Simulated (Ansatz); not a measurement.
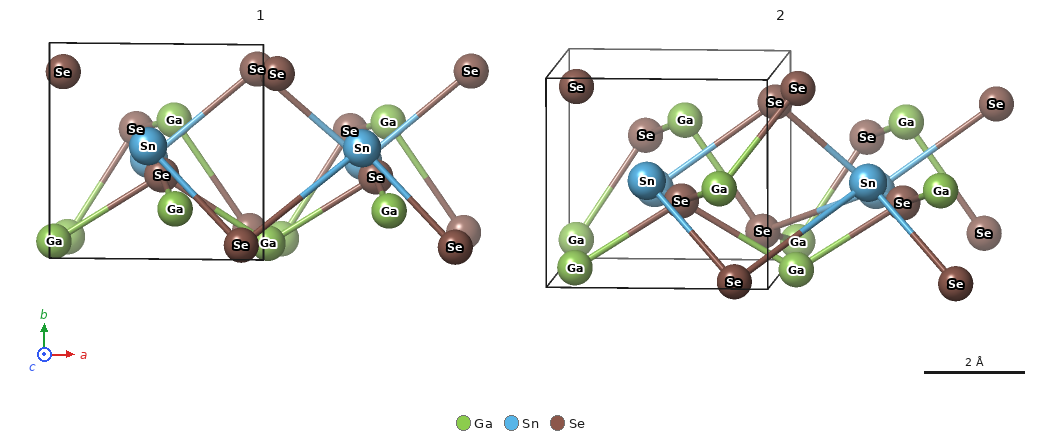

Two geometries of crystalline Ga$_{2}$SnSe$_{3}$ (a generated structure, set up in P1) (coarse preliminary run), drawn at one scale. One is the start of a relaxation, the other its converged end. The picture is a ball-and-stick view of the cell of the calculation, repeated 2 × 1 × 1 with one cell outlined, seen along the c axis.

All numbers below come from Ansatz 0.2.0, DFT PBE, scalar-relativistic, plane waves, PAW. Set-up: plane-wave cutoff 420 eV; k-point mesh 4 × 4 × 1; occupations gaussian; smearing width 0.1 eV; no spin polarisation; cell and atoms relaxed; force threshold 0.04 eV/Å; at most 70 steps.

**Which one is relaxed?**

Structure 2 is the relaxed one. A Ga atom moves most relative to the cell: 1.13 Å roughly along [1 1 0]. By element the largest moves are Ga 1.13 Å, Sn 0.39 Å, Se 0.33 Å. Cell: a 4.301 → 4.459 Å (+3.7 %), b 4.315 → 4.208 Å (−2.5 %), c 16.522 → 16.369 Å (−0.9 %), α 93.1° → 97.3°, β 95.0° → 97.9°, γ 90.3° → 90.0°. Volume −1.1 %. Some distances before and after: Ga–Se 3.499 → 2.634 Å, Ga–Se 2.741 → 3.572 Å, Se–Sn 3.799 → 3.353 Å, Se–Sn 3.233 → 3.587 Å. New bonds form, among them: Ga–Se (3.50 → 2.63 Å). Bonds break, among them: Ga–Se (2.74 → 3.57 Å). Among the angles between lasting bonds that change: Ga–Se–Ga 86.3° → 100.9°, Se–Ga–Se 103.3° → 95.7°, Ga–Se–Sn 89.4° → 96.2°. The space group stays P1 (No. 1). Over 15 accepted moves (17 points after the start) the energy falls by 18.9 meV per atom. The largest force component goes from 0.14 to 0.0098 eV/Å. The pressure goes from 0.01 to −0.01 GPa. The line search rejected the trial step at point 13 of the run. At 1 point the geometry stayed and the basis and grid were re-selected for the new cell (energy shift of less than 0.05 meV per atom at most each time). Cost: 3.5 min on 1 thread of AMD EPYC 9R45 96-Core Processor (Zen 5), with other jobs on the host, peak memory 0.74 GiB.

Limits of the set-up: layers or molecules are held without a dispersion correction, so their spacing is unreliable.
